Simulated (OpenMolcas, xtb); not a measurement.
How methods differ on CH3BN2 (SMILES NB1C=N1)

CH3BN2: 7 atoms, total charge 0, spin state singlet. As SMILES, `NB1C=N1`. The coordinates come from a GFN2-xTB relaxation.

Quantity: the dipole moment, in D. The values are calculated.

```csv
level,kind,program,value (D)
GFN2-xTB,semi-empirical,xtb,3.27
GFN0-xTB,semi-empirical,xtb,4.96
GFN1-xTB,semi-empirical,xtb,3.53
HF/STO-3G,Hartree–Fock,OpenMolcas,2.45
HF/3-21G,Hartree–Fock,OpenMolcas,3.15
HF/4-31G (Cholesky decomposition),Hartree–Fock,OpenMolcas,3.17
HF/def2-SVP,Hartree–Fock,OpenMolcas,2.89
SVWN5/def2-SVP,LDA,OpenMolcas,2.74
PBE/6-31G,GGA,OpenMolcas,2.94
r2SCAN/def2-TZVP,meta-GGA,OpenMolcas,2.71
```

The values span 2.45 to 4.96 D. Sets without polarisation functions give poor dipoles.

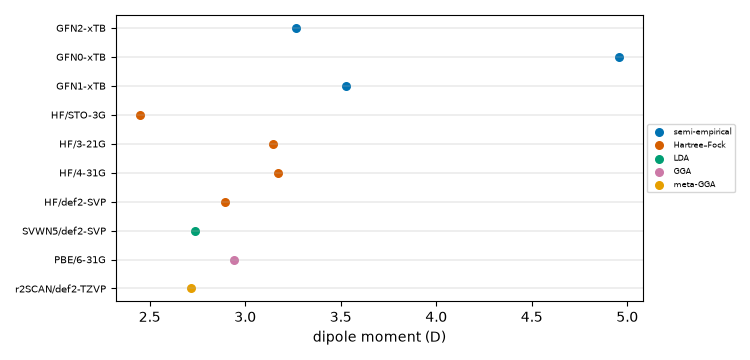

The values of the table, level by level.
